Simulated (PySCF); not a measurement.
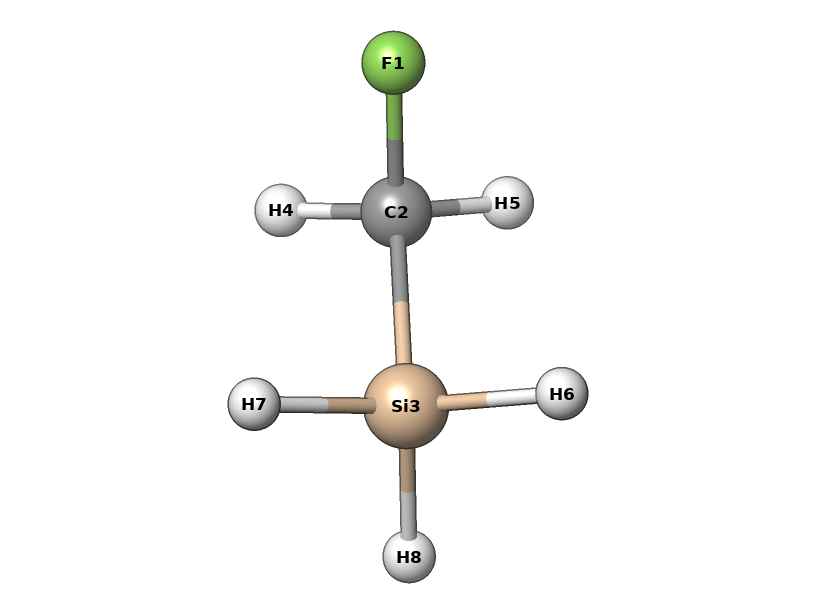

The computed structure is the end point of a GFN2-xTB optimisation. No frequency run is at hand to confirm it as a minimum. Properties computed with delta-SCF UKS SCAN, pcX-2 on the ionised atom, pcseg-1 elsewhere, spin-free X2C (PySCF 2.14.0).

Give the core-electron binding energies (to vacuum; p and d levels without spin–orbit splitting) of F1 1s, C2 1s, Si3 1s, Si3 2p.

```csv
atom,level,binding energy (eV)
F1,1s,692.3
C2,1s,292.6
Si3,1s,1846.7
Si3,2p,107.2
```

The geometry is semi-empirical. Around Si such bond lengths and angles can be off by a tenth of an ångström or more and by several degrees, and values that hang on the shape move with them.
